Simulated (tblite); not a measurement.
C5H11N2Si: geometry relaxation (part 2 of 2)

C5H11N2Si, multiplicity 2, SMILES [CH2]C#CC[Si](C)(N)N; GFN2-xTB geometry optimisation, gas phase (tblite 0.8.0). It belongs to a series of runs on one base structure; here: H removed from sp3 C.

Trajectory as extended XYZ, continued
```
19
Properties=species:S:1:pos:R:3:forces:R:3 step=43 energy=-647.05487
C     3.4943   -1.6589    0.1045   -0.0020  -0.0010   0.0000
C     2.5455   -0.6973    0.0920    0.0200  -0.0170   0.0070
C     1.7094    0.1970    0.0932   -0.0090   0.0010   0.0070
C     0.6981    1.2062    0.0921    0.0200   0.0060   0.0060
Si   -1.0642    0.4679   -0.1258   -0.0240  -0.0200   0.0280
C    -1.5671   -0.5776    1.3835   -0.0010   0.0030  -0.0020
N    -0.9812   -0.3726   -1.6398    0.0080   0.0030  -0.0130
N    -2.1354    1.8235   -0.1694    0.0130  -0.0010   0.0040
H     4.0851   -1.8670   -0.7708   -0.0320  -0.0060   0.0120
H     3.6926   -2.2236    0.9991   -0.0010   0.0110  -0.0220
H     0.7278    1.7600    1.0307   -0.0030   0.0110   0.0230
H     0.8801    1.9083   -0.7218    0.0150   0.0140  -0.0140
H    -2.5786   -0.9603    1.2779    0.0190   0.0030  -0.0100
H    -0.9045   -1.4299    1.5030   -0.0020   0.0190  -0.0070
H    -1.5307   -0.0022    2.3027   -0.0020  -0.0030  -0.0160
H    -1.8049   -0.8212   -2.0065   -0.0200  -0.0190   0.0010
H    -0.1719   -0.9443   -1.8212    0.0180  -0.0030  -0.0010
H    -1.9811    2.5269   -0.8727   -0.0080   0.0200  -0.0140
H    -3.1232    1.6745   -0.0514   -0.0080  -0.0220   0.0110
19
Properties=species:S:1:pos:R:3:forces:R:3 step=46 energy=-647.05594
C     3.4857   -1.6663    0.1009   -0.0060   0.0230   0.0070
C     2.5460   -0.6957    0.0948   -0.0150  -0.0140  -0.0030
C     1.7081    0.1972    0.1001    0.0070   0.0290  -0.0010
C     0.7015    1.2120    0.0941    0.0130   0.0100   0.0050
Si   -1.0604    0.4709   -0.1259    0.0160  -0.0090  -0.0020
C    -1.5655   -0.5773    1.3809   -0.0050   0.0200  -0.0140
N    -0.9686   -0.3666   -1.6428   -0.0090  -0.0290   0.0040
N    -2.1403    1.8195   -0.1701    0.0130  -0.0070   0.0170
H     4.0614   -1.8842   -0.7822   -0.0290  -0.0130   0.0270
H     3.6945   -2.2201    0.9999    0.0100   0.0010  -0.0320
H     0.7317    1.7738    1.0283   -0.0030  -0.0140   0.0230
H     0.8844    1.9103   -0.7235    0.0200  -0.0090  -0.0120
H    -2.5748   -0.9618    1.2648    0.0140  -0.0140   0.0010
H    -0.9009   -1.4267    1.5104   -0.0080   0.0300  -0.0160
H    -1.5414    0.0029    2.2974    0.0000  -0.0090  -0.0040
H    -1.7891   -0.8302   -1.9986   -0.0360  -0.0040  -0.0070
H    -0.1590   -0.9400   -1.8202    0.0310   0.0230   0.0140
H    -1.9982    2.5299   -0.8693   -0.0040  -0.0060  -0.0080
H    -3.1251    1.6615   -0.0399   -0.0080  -0.0080   0.0000
19
Properties=species:S:1:pos:R:3:forces:R:3 step=49 energy=-647.05719
C     3.4753   -1.6713    0.0978    0.0040   0.0060   0.0060
C     2.5432   -0.6951    0.0964   -0.0500   0.0180  -0.0020
C     1.7105    0.2026    0.1069    0.0250   0.0180   0.0010
C     0.7084    1.2210    0.0974   -0.0230   0.0120  -0.0080
Si   -1.0534    0.4760   -0.1237    0.0250   0.0250  -0.0400
C    -1.5652   -0.5742    1.3770   -0.0030   0.0030   0.0020
N    -0.9574   -0.3607   -1.6422   -0.0250  -0.0310   0.0330
N    -2.1455    1.8158   -0.1670   -0.0100  -0.0040  -0.0040
H     4.0307   -1.9084   -0.7913   -0.0020  -0.0120  -0.0330
H     3.6984   -2.2165    0.9964    0.0110  -0.0220   0.0330
H     0.7400    1.7885    1.0286   -0.0050  -0.0200  -0.0070
H     0.8926    1.9100   -0.7286    0.0110   0.0000   0.0180
H    -2.5690   -0.9668    1.2488   -0.0200  -0.0150  -0.0010
H    -0.8988   -1.4193    1.5162    0.0280   0.0040  -0.0200
H    -1.5560    0.0047    2.2935   -0.0040   0.0140   0.0180
H    -1.7770   -0.8367   -1.9865    0.0220   0.0020  -0.0080
H    -0.1404   -0.9256   -1.8166   -0.0070   0.0230   0.0000
H    -2.0184    2.5254   -0.8712   -0.0070  -0.0400   0.0230
H    -3.1278    1.6397   -0.0326    0.0300   0.0190  -0.0100
19
Properties=species:S:1:pos:R:3:forces:R:3 step=53 energy=-647.05847
C     3.4651   -1.6747    0.0964   -0.0010  -0.0130   0.0000
C     2.5346   -0.6956    0.0998    0.0210  -0.0300   0.0050
C     1.7135    0.2123    0.1147    0.0060   0.0000  -0.0070
C     0.7106    1.2298    0.0984    0.0160  -0.0140  -0.0040
Si   -1.0466    0.4804   -0.1289   -0.0270  -0.0130   0.0370
C    -1.5643   -0.5695    1.3716    0.0050  -0.0030   0.0040
N    -0.9477   -0.3657   -1.6397    0.0060   0.0040   0.0070
N    -2.1482    1.8109   -0.1633   -0.0010   0.0090   0.0060
H     3.9959   -1.9306   -0.8043   -0.0230   0.0050   0.0110
H     3.7035   -2.2146    0.9962   -0.0060   0.0160  -0.0090
H     0.7395    1.7969    1.0293   -0.0140   0.0050  -0.0060
H     0.9029    1.9133   -0.7293   -0.0070   0.0350   0.0120
H    -2.5639   -0.9730    1.2352    0.0180   0.0050   0.0050
H    -0.8902   -1.4079    1.5173    0.0130   0.0120  -0.0090
H    -1.5678    0.0126    2.2872   -0.0080  -0.0090  -0.0080
H    -1.7603   -0.8513   -1.9847   -0.0020  -0.0130  -0.0100
H    -0.1217   -0.9161   -1.8142    0.0050   0.0020  -0.0130
H    -2.0382    2.5240   -0.8645    0.0240   0.0070  -0.0280
H    -3.1264    1.6280   -0.0181   -0.0240  -0.0040   0.0080
19
Properties=species:S:1:pos:R:3:forces:R:3 step=56 energy=-647.05905
C     3.4600   -1.6787    0.0956   -0.0150  -0.0060  -0.0030
C     2.5313   -0.6986    0.1012   -0.0040   0.0150   0.0060
C     1.7175    0.2162    0.1167   -0.0080  -0.0030  -0.0140
C     0.7134    1.2328    0.0978   -0.0050   0.0070   0.0030
Si   -1.0460    0.4819   -0.1271    0.0140   0.0040  -0.0080
C    -1.5636   -0.5682    1.3711    0.0060   0.0020   0.0010
N    -0.9426   -0.3682   -1.6354    0.0020   0.0070  -0.0090
N    -2.1515    1.8091   -0.1622    0.0050   0.0050   0.0040
H     3.9762   -1.9419   -0.8107   -0.0020  -0.0110   0.0050
H     3.7051   -2.2120    0.9968    0.0070  -0.0010  -0.0010
H     0.7392    1.8025    1.0273   -0.0070  -0.0090   0.0080
H     0.9065    1.9200   -0.7274   -0.0150   0.0020   0.0050
H    -2.5603   -0.9760    1.2295    0.0110  -0.0150   0.0050
H    -0.8834   -1.4012    1.5170    0.0030   0.0010   0.0100
H    -1.5763    0.0143    2.2858    0.0040  -0.0070   0.0080
H    -1.7507   -0.8581   -1.9852    0.0000  -0.0050   0.0030
H    -0.1115   -0.9090   -1.8156    0.0030   0.0070  -0.0020
H    -2.0449    2.5218   -0.8649    0.0110  -0.0020  -0.0190
H    -3.1284    1.6226   -0.0112   -0.0100   0.0090  -0.0030
19
Properties=species:S:1:pos:R:3:forces:R:3 step=59 energy=-647.05944
C     3.4537   -1.6829    0.0944   -0.0080   0.0000   0.0040
C     2.5296   -0.6986    0.1029   -0.0020   0.0100  -0.0030
C     1.7194    0.2195    0.1153   -0.0130   0.0010  -0.0050
C     0.7154    1.2363    0.0986   -0.0160   0.0060   0.0030
Si   -1.0437    0.4855   -0.1248   -0.0130  -0.0050  -0.0130
C    -1.5620   -0.5674    1.3708    0.0060  -0.0070   0.0060
N    -0.9396   -0.3643   -1.6335   -0.0040   0.0030  -0.0120
N    -2.1539    1.8102   -0.1598    0.0040  -0.0040  -0.0210
H     3.9624   -1.9536   -0.8136   -0.0030  -0.0080  -0.0110
H     3.7080   -2.2104    0.9961    0.0010  -0.0030   0.0110
H     0.7396    1.8055    1.0280    0.0070  -0.0070   0.0170
H     0.9058    1.9242   -0.7263   -0.0070   0.0060  -0.0010
H    -2.5554   -0.9813    1.2247    0.0010  -0.0120   0.0000
H    -0.8789   -1.3973    1.5188    0.0150  -0.0040   0.0110
H    -1.5822    0.0131    2.2863    0.0060   0.0010   0.0110
H    -1.7449   -0.8613   -1.9802    0.0090   0.0020   0.0080
H    -0.1048   -0.8989   -1.8155    0.0030   0.0060  -0.0030
H    -2.0474    2.5149   -0.8718   -0.0190  -0.0190   0.0140
H    -3.1309    1.6160   -0.0109    0.0350   0.0340  -0.0190
19
Properties=species:S:1:pos:R:3:forces:R:3 step=63 energy=-647.06059
C     3.4357   -1.6925    0.0940    0.0140   0.0270   0.0000
C     2.5237   -0.6955    0.1100   -0.0090  -0.0160  -0.0220
C     1.7166    0.2259    0.1096    0.0020   0.0090   0.0150
C     0.7129    1.2442    0.1013   -0.0030  -0.0160   0.0070
Si   -1.0428    0.4867   -0.1280   -0.0140  -0.0140   0.0140
C    -1.5535   -0.5667    1.3713    0.0040  -0.0170   0.0020
N    -0.9346   -0.3642   -1.6361    0.0060   0.0050   0.0000
N    -2.1528    1.8109   -0.1637    0.0030   0.0020  -0.0180
H     3.9266   -1.9765   -0.8213   -0.0290   0.0050   0.0170
H     3.7144   -2.2067    0.9973   -0.0270   0.0200  -0.0120
H     0.7319    1.8026    1.0379    0.0220  -0.0130   0.0010
H     0.9009    1.9432   -0.7153   -0.0010  -0.0160   0.0070
H    -2.5390   -0.9980    1.2201    0.0080  -0.0060   0.0060
H    -0.8573   -1.3852    1.5232    0.0110  -0.0050   0.0100
H    -1.5875    0.0118    2.2885    0.0060   0.0070  -0.0240
H    -1.7318   -0.8789   -1.9754   -0.0040   0.0040   0.0070
H    -0.0912   -0.8838   -1.8224    0.0030   0.0090   0.0020
H    -2.0525    2.5066   -0.8840    0.0100   0.0210  -0.0190
H    -3.1295    1.6253   -0.0078   -0.0010  -0.0060   0.0070
19
Properties=species:S:1:pos:R:3:forces:R:3 step=66 energy=-647.06172
C     3.4153   -1.6984    0.0914    0.0130   0.0080  -0.0120
C     2.5124   -0.6947    0.1090   -0.0330   0.0160  -0.0160
C     1.7156    0.2357    0.1089    0.0120  -0.0110   0.0070
C     0.7117    1.2527    0.1049   -0.0060   0.0040   0.0130
Si   -1.0418    0.4863   -0.1262    0.0490   0.0340  -0.0170
C    -1.5460   -0.5695    1.3726    0.0040  -0.0020  -0.0100
N    -0.9184   -0.3591   -1.6366   -0.0060  -0.0040   0.0180
N    -2.1549    1.8068   -0.1710   -0.0090   0.0130   0.0010
H     3.8692   -2.0130   -0.8317   -0.0010  -0.0050  -0.0100
H     3.7142   -2.1954    0.9966   -0.0160   0.0070   0.0190
H     0.7368    1.8074    1.0435   -0.0040  -0.0070   0.0000
H     0.8967    1.9556   -0.7095   -0.0100  -0.0300   0.0120
H    -2.5212   -1.0189    1.2102    0.0020  -0.0250   0.0180
H    -0.8343   -1.3721    1.5373   -0.0010  -0.0080   0.0040
H    -1.6025    0.0137    2.2853    0.0040   0.0110  -0.0140
H    -1.7048   -0.8950   -1.9690    0.0120   0.0030  -0.0020
H    -0.0621   -0.8575   -1.8243   -0.0150   0.0070   0.0010
H    -2.0675    2.4998   -0.8953    0.0360   0.0090  -0.0270
H    -3.1283    1.6249    0.0031   -0.0300  -0.0200   0.0170
19
Properties=species:S:1:pos:R:3:forces:R:3 step=69 energy=-647.06249
C     3.3984   -1.7031    0.0886    0.0060  -0.0110  -0.0100
C     2.5010   -0.6946    0.1075    0.0060  -0.0060  -0.0150
C     1.7163    0.2454    0.1080   -0.0090  -0.0110   0.0080
C     0.7108    1.2601    0.1104    0.0100   0.0080   0.0140
Si   -1.0384    0.4914   -0.1241   -0.0040   0.0050   0.0000
C    -1.5378   -0.5719    1.3716    0.0000   0.0050  -0.0050
N    -0.9088   -0.3519   -1.6344   -0.0010  -0.0100   0.0020
N    -2.1573    1.8076   -0.1758   -0.0030  -0.0020   0.0000
H     3.8199   -2.0458   -0.8399    0.0070  -0.0030  -0.0050
H     3.7140   -2.1852    0.9966   -0.0130   0.0120   0.0090
H     0.7387    1.8085    1.0515   -0.0080   0.0210   0.0160
H     0.8912    1.9656   -0.7015    0.0010  -0.0020  -0.0030
H    -2.5028   -1.0412    1.2032    0.0100  -0.0120   0.0130
H    -0.8129   -1.3607    1.5474   -0.0030   0.0070  -0.0040
H    -1.6135    0.0153    2.2805    0.0000   0.0020  -0.0080
H    -1.6836   -0.9087   -1.9587    0.0000   0.0020  -0.0060
H    -0.0425   -0.8304   -1.8262   -0.0030  -0.0020  -0.0040
H    -2.0736    2.4881   -0.9135   -0.0010  -0.0110   0.0070
H    -3.1289    1.6208    0.0082    0.0050   0.0100  -0.0090
19
Properties=species:S:1:pos:R:3:forces:R:3 step=72 energy=-647.06278
C     3.4016   -1.7016    0.0887   -0.0030  -0.0060  -0.0150
C     2.5017   -0.6952    0.1052    0.0020   0.0000  -0.0080
C     1.7144    0.2428    0.1087   -0.0050  -0.0010   0.0130
C     0.7102    1.2590    0.1127   -0.0020  -0.0030   0.0050
Si   -1.0393    0.4911   -0.1252   -0.0110  -0.0090   0.0070
C    -1.5370   -0.5723    1.3711   -0.0030  -0.0010   0.0060
N    -0.9125   -0.3540   -1.6346    0.0040  -0.0050  -0.0050
N    -2.1561    1.8091   -0.1774    0.0030  -0.0030   0.0030
H     3.8280   -2.0405   -0.8395    0.0070  -0.0060   0.0170
H     3.7108   -2.1845    0.9989   -0.0070   0.0100  -0.0110
H     0.7363    1.8065    1.0549   -0.0010   0.0100  -0.0020
H     0.8902    1.9644   -0.6995    0.0080   0.0000   0.0060
H    -2.5026   -1.0425    1.2084    0.0060  -0.0030   0.0010
H    -0.8127   -1.3621    1.5454    0.0050   0.0110  -0.0050
H    -1.6088    0.0155    2.2798    0.0010   0.0020  -0.0040
H    -1.6891   -0.9074   -1.9603   -0.0020   0.0040  -0.0020
H    -0.0479   -0.8346   -1.8284   -0.0010  -0.0010   0.0000
H    -2.0684    2.4893   -0.9147   -0.0020  -0.0030   0.0010
H    -3.1286    1.6263    0.0050    0.0020   0.0030  -0.0070
19
Properties=species:S:1:pos:R:3:forces:R:3 step=76 energy=-647.06305
C     3.3997   -1.7014    0.0858   -0.0090  -0.0010   0.0040
C     2.4996   -0.6953    0.0994   -0.0030   0.0060  -0.0080
C     1.7112    0.2417    0.1125    0.0020   0.0000   0.0070
C     0.7079    1.2585    0.1174   -0.0070   0.0000  -0.0040
Si   -1.0415    0.4894   -0.1248    0.0080   0.0050  -0.0100
C    -1.5349   -0.5738    1.3720    0.0020   0.0010   0.0010
N    -0.9140   -0.3552   -1.6347   -0.0040   0.0050   0.0010
N    -2.1548    1.8099   -0.1806   -0.0020   0.0060   0.0010
H     3.8301   -2.0441   -0.8384    0.0070  -0.0040  -0.0010
H     3.7054   -2.1792    0.9995    0.0040  -0.0050  -0.0030
H     0.7342    1.8067    1.0596   -0.0080  -0.0040  -0.0030
H     0.8896    1.9649   -0.6936    0.0040  -0.0020   0.0020
H    -2.4978   -1.0501    1.2134   -0.0040   0.0010  -0.0030
H    -0.8057   -1.3590    1.5447    0.0110   0.0030   0.0050
H    -1.6061    0.0166    2.2787   -0.0050  -0.0010   0.0100
H    -1.6914   -0.9073   -1.9609    0.0070   0.0030  -0.0020
H    -0.0491   -0.8338   -1.8315   -0.0030  -0.0040   0.0030
H    -2.0637    2.4875   -0.9199    0.0020  -0.0010   0.0010
H    -3.1285    1.6332    0.0006   -0.0040  -0.0070  -0.0010
19
Properties=species:S:1:pos:R:3:forces:R:3 step=79 energy=-647.06313
C     3.3953   -1.7038    0.0842    0.0040  -0.0020   0.0010
C     2.4983   -0.6948    0.0984    0.0020  -0.0040  -0.0090
C     1.7114    0.2433    0.1149   -0.0010  -0.0010   0.0010
C     0.7080    1.2603    0.1179    0.0050   0.0010   0.0000
Si   -1.0405    0.4908   -0.1249   -0.0030   0.0010   0.0030
C    -1.5343   -0.5731    1.3717    0.0040   0.0020   0.0010
N    -0.9113   -0.3539   -1.6344    0.0020   0.0020  -0.0030
N    -2.1558    1.8100   -0.1788   -0.0020  -0.0030  -0.0030
H     3.8234   -2.0513   -0.8397   -0.0050   0.0060   0.0020
H     3.7062   -2.1778    0.9982   -0.0020  -0.0040   0.0010
H     0.7334    1.8095    1.0591   -0.0070  -0.0020   0.0040
H     0.8913    1.9659   -0.6932    0.0020   0.0010  -0.0050
H    -2.4955   -1.0524    1.2104    0.0060   0.0020   0.0010
H    -0.8023   -1.3555    1.5462    0.0020   0.0040   0.0060
H    -1.6099    0.0174    2.2784   -0.0040  -0.0060   0.0010
H    -1.6864   -0.9093   -1.9599   -0.0010   0.0020  -0.0030
H    -0.0451   -0.8305   -1.8306   -0.0010  -0.0020   0.0030
H    -2.0670    2.4852   -0.9205   -0.0020   0.0030   0.0010
H    -3.1290    1.6292    0.0020    0.0020  -0.0020  -0.0030
```

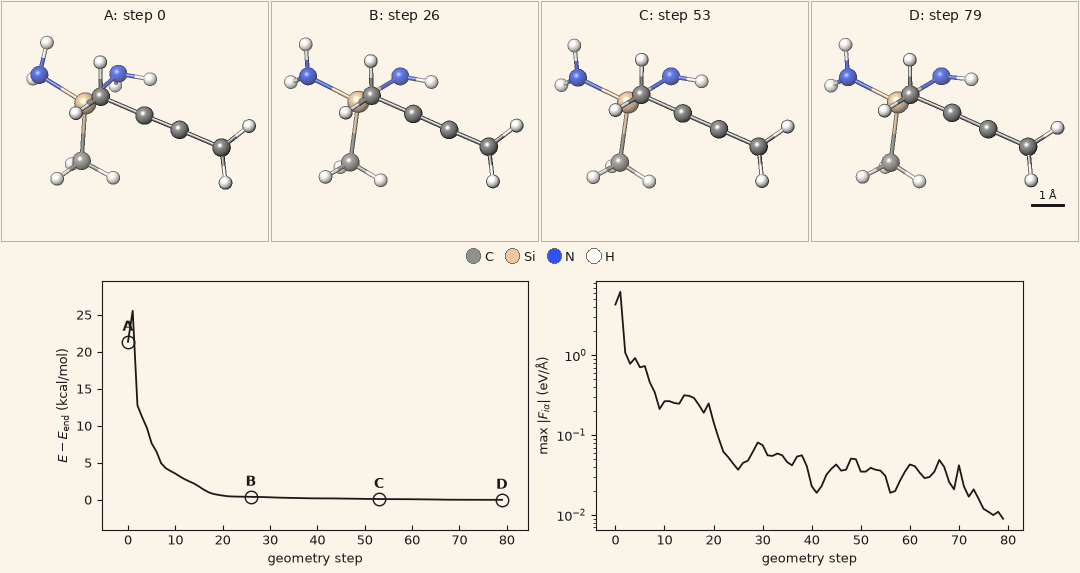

Fig. 1: Frames of the relaxation (ball-and-stick view, seen at a tilt) above the curves, on which the letters mark them (steps are counted from 0).

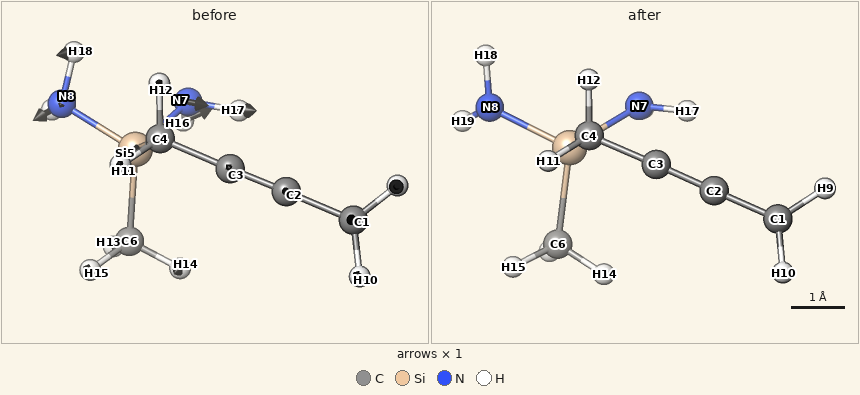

Fig. 2: Before (left) and after (right) the relaxation, at one scale (ball-and-stick view, seen at a tilt). The black arrows give the displacements, at true length. The atom that moves furthest after the best rigid fit is H16 (0.63 Å). By element the largest moves are H 0.63 Å, N 0.44 Å, C 0.21 Å, Si 0.13 Å. Among the contacts that change: C1–C2 1.428 → 1.350 Å, Si5–C6 1.837 → 1.901 Å, C3–C4 1.488 → 1.429 Å, C4–Si5 1.875 → 1.926 Å. Among the angles that change: N7–Si5–N8 94.4° → 113.1°, Si5–N8–H18 106.8° → 118.5°, Si5–N8–H19 108.8° → 118.8°. The energy falls by 21.4 kcal/mol in 79 geometry steps. Largest force component: 4.3 eV/Å at the start, 0.009 eV/Å at the end. (Atoms are counted from 1 in the order of the input.)

The run was set up as follows.

Input
```
{"job": {"kind": "relax", "xc": "GFN2-xTB", "basis": "xTB"}, "charge": 0, "multiplicity": 2}
C      3.608600    -1.693500     0.120100
C      2.601100    -0.681400     0.131000
C      1.771000     0.163800     0.160400
C      0.730600     1.227400     0.169300
Si    -1.013800     0.570600    -0.032800
C     -1.529700    -0.579300     1.303200
N     -1.266700    -0.111800    -1.572200
N     -2.138000     1.817000    -0.257700
H      4.227400    -1.826300    -0.754200
H      3.753000    -2.320200     0.993300
H      0.788400     1.761900     1.125800
H      0.942300     1.944200    -0.611800
H     -2.557400    -0.928200     1.177400
H     -0.873900    -1.461900     1.340000
H     -1.475400    -0.082700     2.286600
H     -2.098300    -0.703300    -1.540200
H     -0.492700    -0.739000    -1.782700
H     -1.923900     2.247600    -1.153400
H     -3.062300     1.404400    -0.402800
```

The first line tells a small driver script what to run in tblite; the rest is the geometry in Å.

Launch command:
```bash
OMP_NUM_THREADS=1 python <driver script> task.json out
```

Summary

- outcome: converged
- total energy: −647.0631 eV
- hardware: 1 CPU thread, shared host
- wall time: 0.52 s
- peak memory: 0.18 GiB
